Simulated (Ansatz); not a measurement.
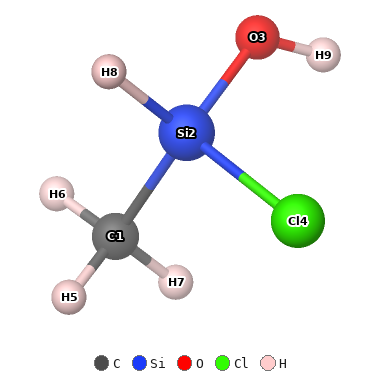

The system is CH₅ClOSi (SMILES C[SiH](O)Cl) with the probe Br-; the picture shows it without the atoms that are moved over the map. The probe is moved over a plane parallel to the molecule's main plane, 4.21 Å above it. Coordinates scanned: (1) x of the probe's Br atom; (2) y of the probe's Br atom. Nothing is relaxed (molecule and probe rigid). The scan uses a 13 × 13 grid. Points are written as (first, second). Energies: kcal/mol, counted from the lowest grid point. Theory: RHF/def2-SVPD in Ansatz.

Range: x of the probe's Br atom from −3.6 to 3.6 Å; y of the probe's Br atom from −3.6 to 3.6 Å.

Predict the map.

The lowest grid point is at (2.4 Å, 1.8 Å) [nearest 1 H at 3.84 Å]. No other kind of well shows on this grid. The highest grid point, (0.0 Å, −0.6 Å) [nearest 1 H at 2.33 Å], lies 9.2 kcal/mol above the lowest. Near the minimum the curvatures are about 0.013 and 0.059 eV/Å² along the soft and the stiff direction.

```csv
"y of the probe's Br atom ↓, x of the probe's Br atom →",−3.6,−3.0,−2.4,−1.8,−1.2,−0.6,0.0,0.6,1.2,1.8,2.4,3.0,3.6
3.6,5.2,4.9,4.4,3.8,3.0,2.3,1.7,1.2,1.0,0.9,1.0,1.2,1.4
3.0,5.4,5.0,4.4,3.7,2.9,2.0,1.3,0.8,0.5,0.4,0.5,0.8,1.1
2.4,5.6,5.2,4.5,3.7,2.8,1.9,1.2,0.6,0.2,0.1,0.2,0.4,0.8
1.8,5.8,5.3,4.7,3.9,3.1,2.3,1.7,1.0,0.4,0.0,0.0,0.2,0.6
1.2,6.0,5.5,4.9,4.3,3.9,3.7,3.4,2.5,1.3,0.4,0.0,0.2,0.5
0.6,6.1,5.7,5.2,4.9,5.2,6.0,6.4,5.2,2.9,1.1,0.3,0.3,0.6
0.0,6.2,5.8,5.4,5.3,6.2,8.1,9.1,7.6,4.4,1.9,0.8,0.6,0.9
−0.6,6.2,5.8,5.5,5.4,6.4,8.2,9.2,7.8,4.8,2.4,1.4,1.2,1.4
−1.2,6.2,5.9,5.5,5.3,5.7,6.7,7.2,6.2,4.3,2.7,2.0,1.8,1.9
−1.8,6.2,5.9,5.6,5.3,5.2,5.4,5.5,4.9,3.9,3.1,2.7,2.5,2.6
−2.4,6.2,6.0,5.7,5.4,5.2,5.1,4.9,4.5,4.1,3.7,3.4,3.2,3.2
−3.0,6.2,6.0,5.8,5.6,5.4,5.2,5.1,4.8,4.5,4.3,4.0,3.8,3.7
−3.6,6.1,6.1,6.0,5.8,5.7,5.5,5.4,5.2,5.0,4.7,4.5,4.3,4.1
```

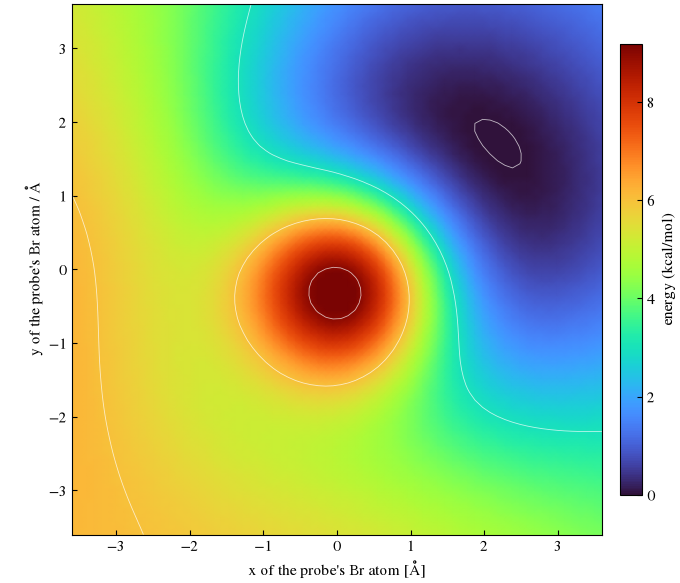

The picture shows a smooth colour map with a few white contour lines. Between grid points the surface is interpolated.

Each point was launched as `ansatz run input.yaml --threads 1 --pin off --max-ram 2560MiB --backend cpu --events-out ev --progress --plain --runs-dir out`. Time for the 169 points that were run: 26 min on 1 thread of Arm Neoverse V2 (shared host).
